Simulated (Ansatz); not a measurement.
Single-point calculation, with input and output: AlBH$_{5}$S (charge +1)

AlBH$_{5}$S, charge +1, computed with RHF-CCSD(T), frozen core/def2-TZVPP (Ansatz 0.2.0).

The geometry: a frame of the PBE0-D4/def2-SVP trajectory. Figures and captions count atoms from 1; the log counts them from 0 in places.

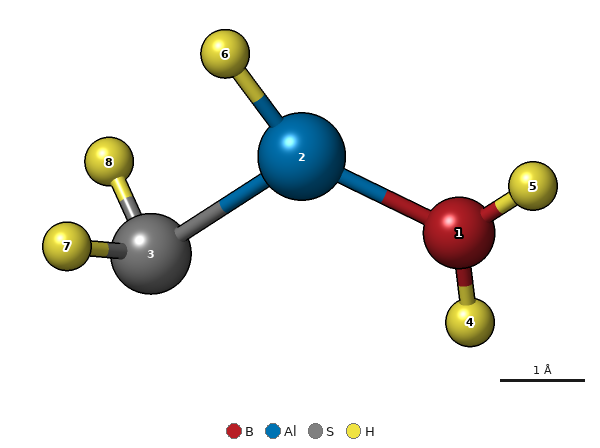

The structure as given in the input (ball-and-stick view, seen at a tilt; atoms are numbered from 1 in the order of the input). Sticks mark near contacts.

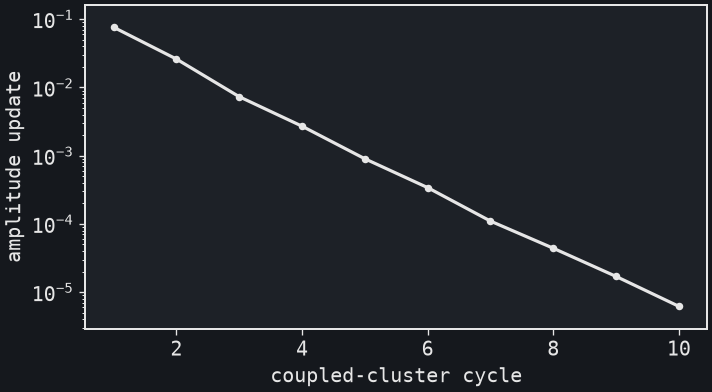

Convergence of the coupled-cluster equations: amplitude update against the coupled-cluster cycle. The residual falls at every step.

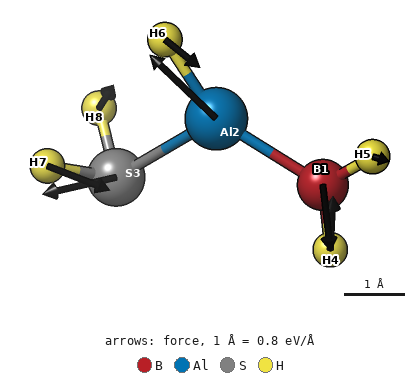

Forces on the atoms as black arrows (ball-and-stick view, seen at a tilt; atoms are numbered from 1 in the order of the input). The largest act on Al2 (1.24 eV/Å); S3 (1.09 eV/Å); B1 (0.97 eV/Å); H7 (0.93 eV/Å), among others. The geometry is not a stationary point of this energy.

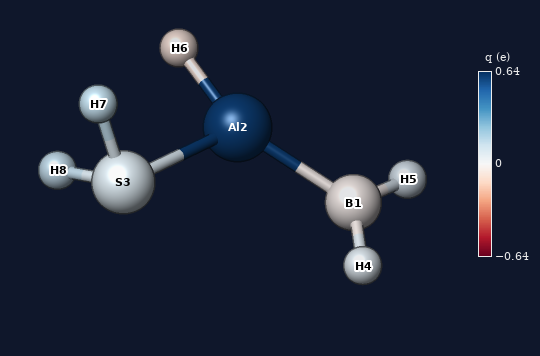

Mulliken charges, as the colour of each atom (ball-and-stick view, seen at a tilt; atoms are numbered from 1 in the order of the input). By element: B −0.04, Al +0.61, S +0.08 and H −0.08 to +0.16 e.

The input and output of the run follow.

The input:
```yaml
crystal:
  periodic: [false, false, false]
  atoms:
    - {symbol: B, position_ang: [-1.250510, 1.076054, -1.269381]}
    - {symbol: Al, position_ang: [-0.024481, 0.579187, 0.371599]}
    - {symbol: S, position_ang: [0.928221, -1.707726, 0.331849]}
    - {symbol: H, position_ang: [-1.393483, 0.285512, -2.192254]}
    - {symbol: H, position_ang: [-1.752863, 2.144593, -1.247934]}
    - {symbol: H, position_ang: [0.593209, 0.950130, 1.805652]}
    - {symbol: H, position_ang: [2.228039, -1.427407, 0.718833]}
    - {symbol: H, position_ang: [0.672397, -1.953896, 1.616960]}
basis:
  gaussian: {orbitals: def2-TZVPP}
total_charge: 1
correlation: {method: ccsd_t}
output: {forces: true}
```

Launch command:
```bash
ansatz run in.yaml --threads 2 --pin off --events-out ev --progress --plain --max-ram 3481MiB
```

What the program printed:
```
Functional definition: HF
  name "HF"
  cite "Fock, Z. Phys. 61, 126 (1930) doi:10.1007/BF01340294"
  parent pbe
  exchange = exact_x
  correlation = 0
1057 factors; integrals over basis functions are off by at most 1.1e-3 eV
mean field evaluation 1: about -18142.5663 eV, gradient 1.9e1 eV
mean field evaluation 2: about -18142.6831 eV, gradient 1.9e1 eV
mean field evaluation 4: about -18144.2443 eV, gradient 2.2e0 eV
mean field evaluation 8: about -18144.2732 eV, gradient 1.2e-1 eV
mean field evaluation 16: about -18143.9595 eV, gradient 6.6e0 eV
mean field -18144.27331257 eV, -666.7897456066 hartree, gradient 2.6e-6 eV, S^2 0.000000; 0 other end points of the search recorded, 0 dependent functions left out
11 core orbitals not correlated: weight in the atoms' cores, before any rotation towards them, 1.000 or more for the frozen orbitals, at most 0.000 for the correlated occupied ones
reference -18144.27331257 eV, -666.7897456066 hartree; 8, 8 occupied and 166, 166 virtual orbitals, 1057 factors
second order -9.46489070 eV of doubles, -0.00000000 eV of singles
cycle   1  -10.51588491 eV  change    -1.1e0 eV  update   7.6e-2
cycle   2  -10.91264111 eV  change   -4.0e-1 eV  update   2.6e-2
cycle   3  -10.93504708 eV  change   -2.2e-2 eV  update   7.3e-3
cycle   4  -10.93298621 eV  change    2.1e-3 eV  update   2.7e-3
cycle   5  -10.93224285 eV  change    7.4e-4 eV  update   9.0e-4
cycle   6  -10.93214441 eV  change    9.8e-5 eV  update   3.4e-4
cycle   7  -10.93220742 eV  change   -6.3e-5 eV  update   1.1e-4
cycle   8  -10.93224282 eV  change   -3.5e-5 eV  update   4.4e-5
cycle   9  -10.93224332 eV  change   -5.0e-7 eV  update   1.7e-5
cycle  10  -10.93223912 eV  change    4.2e-6 eV  update   6.2e-6
perturbative correction -0.37868906 eV, -0.0139165663 hartree
the calculation of the forces begins
Total energy: -18155.58424074 eV, -667.2054145503 hartree
Atom 0 at    -1.250510     1.076054    -1.269381 Å, force    -0.065864    -0.550739    -0.791699 eV/Å
Atom 1 at    -0.024481     0.579187     0.371599 Å, force     0.606934    -0.057437     1.083439 eV/Å
Atom 2 at     0.928221    -1.707726     0.331849 Å, force     1.084232    -0.116175     0.027611 eV/Å
Atom 3 at    -1.393483     0.285512    -2.192254 Å, force     0.003664     0.596018     0.579039 eV/Å
Atom 4 at    -1.752863     2.144593    -1.247934 Å, force    -0.169808     0.097833    -0.144476 eV/Å
Atom 5 at     0.593209     0.950130     1.805652 Å, force    -0.303970     0.120120    -0.522703 eV/Å
Atom 6 at     2.228039    -1.427407     0.718833 Å, force    -0.765393     0.025748    -0.531276 eV/Å
Atom 7 at     0.672397    -1.953896     1.616960 Å, force    -0.389794    -0.115369     0.300065 eV/Å
Dipole moment:     0.138802     0.030272     0.179551 e Å
```

Results in brief:

- outcome: converged
- total energy: −18155.5842 eV
- mean-field energy: −18144.2733 eV
- CCSD correlation: −10.9322 eV
- (T) correction: −0.3787 eV
- T1 diagnostic: 0.010
- SCF solution under orbital rotations: stable
- largest force (length of the vector): 1.243 eV/Å
- hardware: 2 threads of Arm Neoverse N1, 15 GiB of memory available, shared host
- wall time: 6.8 min (CPU time 13 min)
- peak memory: 1.8 GiB
